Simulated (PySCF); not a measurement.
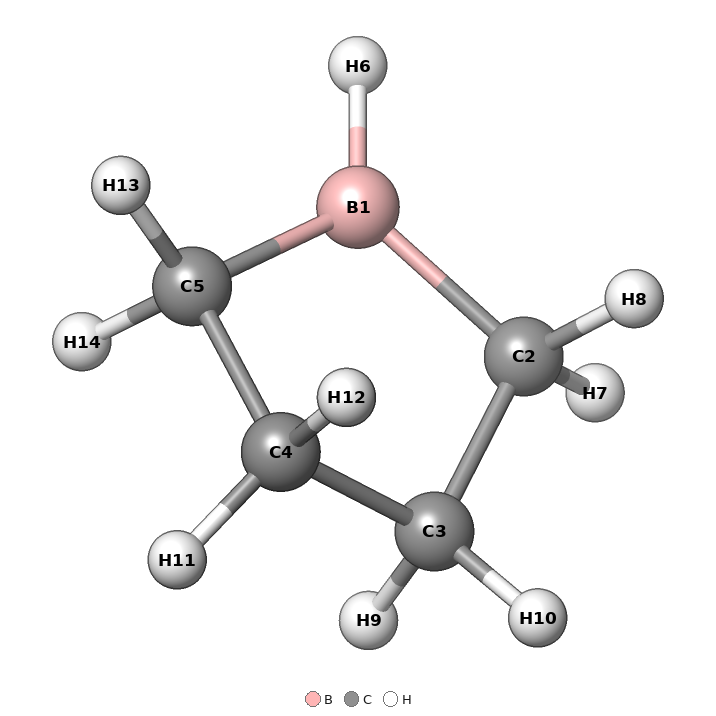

The computed structure is the end point of a GFN2-xTB optimisation. No frequency run is at hand to confirm it as a minimum. Method: B3LYP/pcJ-1 indirect spin-spin coupling, non-relativistic, gas phase (PySCF 2.14.0). Isotopes: 11B, 13C, 1H.

Give the spin–spin coupling constants of these pairs, with the number of bonds between them: B1/C2, B1/H6, B1/C5, B1/H13, B1/H8, B1/C3, B1/C4, B1/H7, B1/H14, B1/H10, B1/H11.

```json
{"pair": "B1, C2", "bonds apart": "1", "J (Hz)": "47.3"}
{"pair": "B1, H6", "bonds apart": "1", "J (Hz)": "136.8"}
{"pair": "B1, C5", "bonds apart": "1", "J (Hz)": "47.2"}
{"pair": "B1, H13", "bonds apart": "2", "J (Hz)": "−1.7"}
{"pair": "B1, H8", "bonds apart": "2", "J (Hz)": "−3.6"}
{"pair": "B1, C3", "bonds apart": "2", "J (Hz)": "1.4"}
{"pair": "B1, C4", "bonds apart": "2", "J (Hz)": "1.4"}
{"pair": "B1, H7", "bonds apart": "2", "J (Hz)": "−1.7"}
{"pair": "B1, H14", "bonds apart": "2", "J (Hz)": "−3.6"}
{"pair": "B1, H10", "bonds apart": "3", "J (Hz)": "7.7"}
{"pair": "B1, H11", "bonds apart": "3", "J (Hz)": "7.7"}
```

The geometry is semi-empirical. Around B such bond lengths and angles can be off by a tenth of an ångström or more and by several degrees, and values that hang on the shape move with them.
